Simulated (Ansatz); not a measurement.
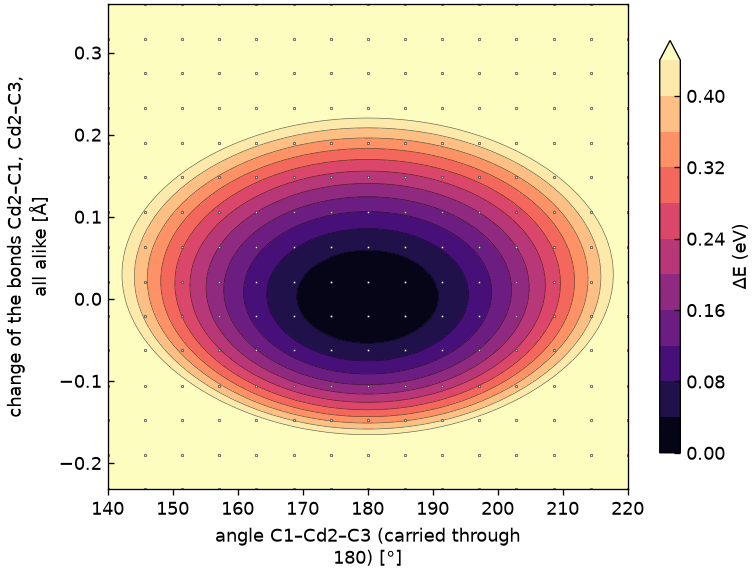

C₂H₆Cd, SMILES [CH3][Cd][CH3]. 
- First axis: angle C1–Cd2–C3 (carried through 180). Second axis: change of the bonds Cd2–C1, Cd2–C3, all alike.
- Nothing is relaxed (all other coordinates rigid).
- The grid has 15 × 15 points.
- Points are written as (first, second).
- All energies are given in eV relative to the relaxed molecule at the same level.
- All numbers below come from RKS PBE0-D4/def2-TZVP (Ansatz 0.2.0).

Drawn: filled contours, dots at the grid points, one colour for all values above the top of the scale. Between grid points the surface is interpolated.

> Where is the minimum, and how stiff is the well along each coordinate?

The interpolated minimum is at the first coordinate ≈ 180.0°, the second coordinate ≈ 0.000 Å. The curvatures there are about 2.2 eV/rad² and 25 eV/Å², with a cross term of about 0 eV/(rad·Å). Round the minimum the two coordinates are nearly uncoupled.
